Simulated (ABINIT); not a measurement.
# BaLiF3 (Pm-3m): G0W0 in ABINIT against the screening cutoff in the self-energy, part 2 of 2

Aim: move the screening cutoff in the self-energy of a G0W0 run on BaLiF3 (Pm-3m) over a wide range.

ABINIT 10.8.3; LDA and many-body steps on it, plane waves. Known limits of the many-body steps: not at the basis limit; no spin-orbit coupling; coarse k mesh.

So far. Step 2 (Screening, 2×2×2 mesh, 120 bands, screening to 176.9 eV): Local fields lower ε∞ by 8 %. On a Γ-centred mesh this coarse the value itself is usually too large, while a short band sum pulls it down. Step 5 (2.3 Ha): The gap on the mesh goes from 6.55 eV to 10.33 eV, a correction of +3.78 eV.

### Step 6. 3.2 Ha

Level of this step: G0W0 on LDA, plane waves, norm-conserving pseudopotentials (ABINIT).

run.abi reads:

```
acell 3*1.0 Angstrom
rprim 
  3.988581640000 0.000000000000 0.000000000000
  0.000000000000 3.988581640000 0.000000000000
  0.000000000000 0.000000000000 3.988581640000
ntypat 3
znucl 56 3 9
natom 5
typat 1 2 3 3 3
xred 
  0.000000000000 0.000000000000 0.000000000000
  0.500000000000 0.500000000000 0.500000000000
  0.000000000000 0.500000000000 0.500000000000
  0.500000000000 0.500000000000 0.000000000000
  0.500000000000 0.000000000000 0.500000000000
pp_dirpath "pseudos"
pseudos "Ba.upf, Li.upf, F.upf"
ecut 36
ngkpt 2 2 2
nshiftk 1
shiftk 0 0 0
kptopt 1
chksymbreak 0
istwfk *1
occopt 1
irdwfk 1
optdriver 4
nband 120
gwcalctyp 0
ecutsigx 36
symsigma 1
nkptgw 1
kptgw 
  0.0000000000 0.0000000000 0.0000000000
bdgw 
  15 19
ecuteps 3.2
irdscr 1
ppmodel 1
indata_prefix "in"
outdata_prefix "out"
tmpdata_prefix "tmp"
```

On the command line:

```
$ OMP_NUM_THREADS=1 mpirun -n 4 abinit run.abi > log
```

Log:

```text
.Version 10.8.3 of ABINIT. v10.8.2 released Aug 2026.

 Symmetries : space group Pm -3 m (#221); Bravais cP (primitive cubic)
[... echo of the input left out ...]
== DATASET  1 ==================================================================
-   mpi_nproc: 4, omp_nthreads: 1 (-1 if OMP is not activated)

--- !DatasetInfo
iteration_state: {dtset: 1, }
dimensions: {natom: 5, nkpt: 4, mband: 120, nsppol: 1, nspinor: 1, nspden: 1, mpw: 4468, }
cutoff_energies: {ecut:  36.0, pawecutdg:  -1.0, }
[...]
17   1.789 -22.500 -29.824   4.968   0.817  -0.223 -24.425  -1.926  -0.136
       18   8.340 -10.222  -4.967  -3.413   0.878  -0.139  -8.604   1.618   9.958
       19   8.340 -10.222  -4.967  -3.413   0.878  -0.139  -8.604   1.618   9.958

== END DATASET(S) ==============================================================
================================================================================

 -outvars: echo values of variables after computation  --------
           etotal      0.0000000000E+00
            nband         120
             nkpt           4
          spgroup         221
 [... the other variables as echoed above ...]

 Calculation completed.
```

The job ended after 3.9 s (4 MPI ranks of Arm Neoverse V1, shared host; peak memory 0.61 GiB; 15 s of CPU time).

This step gave:

```yaml
g0w0_gap_on_the_points_computed: 10.09 eV
starting_gap_on_the_mesh: 6.550 eV
k_of_the_valence_top: 0, 0, 0
k_of_the_conduction_bottom: 0, 0, 0
least_direct_g0w0_gap_on_the_computed_points: 10.09 eV
```

Against the run before, the gap moves by −0.237 eV.

### Step 7. 4.9 Ha

Edit run.abi of step 6 so:

```diff
@@ -36,3 +36,3 @@
   15 19
-ecuteps 3.2
+ecuteps 4.9
 irdscr 1
```

Log:

```text
.Version 10.8.3 of ABINIT. v10.8.2 released Aug 2026.

 Symmetries : space group Pm -3 m (#221); Bravais cP (primitive cubic)
[... echo of the input left out ...]
== DATASET  1 ==================================================================
-   mpi_nproc: 4, omp_nthreads: 1 (-1 if OMP is not activated)

--- !DatasetInfo
iteration_state: {dtset: 1, }
dimensions: {natom: 5, nkpt: 4, mband: 120, nsppol: 1, nspinor: 1, nspden: 1, mpw: 4468, }
cutoff_energies: {ecut:  36.0, pawecutdg:  -1.0, }
[...]
17   1.789 -22.500 -29.824   5.286   0.806  -0.241 -24.142  -1.642   0.147
       18   8.340 -10.222  -4.967  -3.398   0.877  -0.140  -8.593   1.629   9.969
       19   8.340 -10.222  -4.967  -3.398   0.877  -0.140  -8.593   1.629   9.969

== END DATASET(S) ==============================================================
================================================================================

 -outvars: echo values of variables after computation  --------
           etotal      0.0000000000E+00
            nband         120
             nkpt           4
          spgroup         221
 [... the other variables as echoed above ...]

 Calculation completed.
```

The job ended after 5.2 s (4 MPI ranks; peak memory 0.65 GiB).

This step gave:

```yaml
g0w0_gap_on_the_points_computed: 9.822 eV
starting_gap_on_the_mesh: 6.550 eV
k_of_the_valence_top: 0, 0, 0
k_of_the_conduction_bottom: 0, 0, 0
least_direct_g0w0_gap_on_the_computed_points: 9.822 eV
```

Against the run before, the gap moves by −0.272 eV.

### Step 8. 6.5 Ha

Edit run.abi of step 7 so:

```diff
@@ -36,3 +36,3 @@
   15 19
-ecuteps 4.9
+ecuteps 6.5
 irdscr 1
```

Log:

```text
.Version 10.8.3 of ABINIT. v10.8.2 released Aug 2026.

 Symmetries : space group Pm -3 m (#221); Bravais cP (primitive cubic)
[... echo of the input left out ...]
== DATASET  1 ==================================================================
-   mpi_nproc: 4, omp_nthreads: 1 (-1 if OMP is not activated)

--- !DatasetInfo
iteration_state: {dtset: 1, }
dimensions: {natom: 5, nkpt: 4, mband: 120, nsppol: 1, nspinor: 1, nspden: 1, mpw: 4468, }
cutoff_energies: {ecut:  36.0, pawecutdg:  -1.0, }
[...]
17   1.789 -22.500 -29.824   5.348   0.804  -0.244 -24.088  -1.588   0.201
       18   8.340 -10.222  -4.967  -3.392   0.877  -0.140  -8.588   1.634   9.974
       19   8.340 -10.222  -4.967  -3.392   0.877  -0.140  -8.588   1.634   9.974

== END DATASET(S) ==============================================================
================================================================================

 -outvars: echo values of variables after computation  --------
           etotal      0.0000000000E+00
            nband         120
             nkpt           4
          spgroup         221
 [... the other variables as echoed above ...]

 Calculation completed.
```

Wall time 6.7 s (4 MPI ranks); peak memory 0.69 GiB.

Numbers from this step:

```yaml
g0w0_gap_on_the_points_computed: 9.773 eV
starting_gap_on_the_mesh: 6.550 eV
k_of_the_valence_top: 0, 0, 0
k_of_the_conduction_bottom: 0, 0, 0
least_direct_g0w0_gap_on_the_computed_points: 9.773 eV
```

Against the run before, the gap moves by −0.049 eV.

### Step 9. The runs together

Times are wall times on 4 MPI ranks of Arm Neoverse V1, shared host, good to a factor of about two. A run's time includes the screening step that it read.

```csv
run,mesh,bands,screening cutoff (eV),DFT gap (eV),gap on the mesh (eV),direct (eV),ε∞ used,time
0.7 Ha,2×2×2,120,19,6.550,11.759,11.759,2.69,16 s
1.3 Ha,2×2×2,120,35.4,6.550,11.422,11.422,2.69,16 s
2.3 Ha,2×2×2,120,62.6,6.550,10.331,10.331,2.69,16 s
3.2 Ha,2×2×2,120,87.1,6.550,10.094,10.094,2.69,17 s
4.9 Ha,2×2×2,120,133.3,6.550,9.822,9.822,2.69,18 s
6.5 Ha,2×2×2,120,176.9,6.550,9.773,9.773,2.69,20 s
```

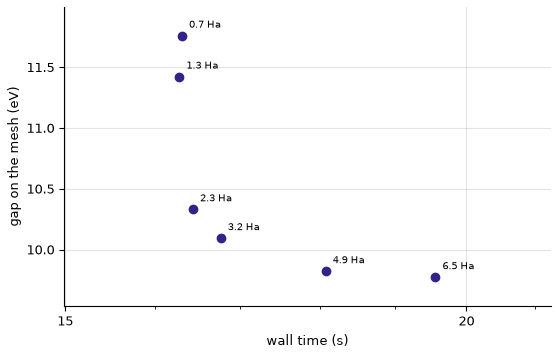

Result against wall time.

### Step 10. Summary of results

* 0.7 Ha: 11.759 eV
* 1.3 Ha: 11.422 eV
* 2.3 Ha: 10.331 eV
* 3.2 Ha: 10.094 eV
* 4.9 Ha: 9.822 eV
* 6.5 Ha: 9.773 eV
* known limits: not at the basis limit; no spin-orbit coupling; coarse k mesh

The setting moved: screening cutoff in the self-energy. From 0.7 Ha to 6.5 Ha the gap moves by −1.99 eV. The last step still moves it by −0.049 eV. Bands and screening cutoff are coupled, so a series along one setting does not show full convergence. Bands and cutoff are finite, so the gap is not at the basis limit. The miss can reach some tenths of an eV and take either sign; the mesh is an error of its own. In the G0W0 runs levels were corrected at 1 k point alone, so a gap called «on the mesh» is the least over those, and an edge elsewhere would be missed. The 2×2×2 mesh is coarse for this cell, which bears on the long-range parts of exchange and screening. This is the ideal cubic cell; many perovskites, halides above all, are cubic only on average, and local tilts or off-centring can widen the gap. The many-body steps are scalar-relativistic: spin-orbit coupling is not in them.

[Paths, hosts, dates, memory and timing lines, banners, echoed tables and standing remarks are left out of the program output.]

[Logs are printed without paths, hosts, clocks, repeated set-up lines and the standing remarks that a program may print on its own settings, such as how far it seeks lower states.]

[Runs of the session that timed out or met a known fault of the program may be left out.]

[Hosts, paths, dates, database ids (printed as entryN), source tags and the programs' standing remarks are cut or masked in the printed files.]

[G0W0 gaps are taken among the corrected bands and points alone; a level outside them can change the order at an edge.]

[Where Ansatz stands beside ABINIT at settings called matched, ABINIT's density can come from a denser mesh and the files from another edition; pairs whose starting gaps differed by over 0.03 eV were left out, so agreement reads better than it is.]
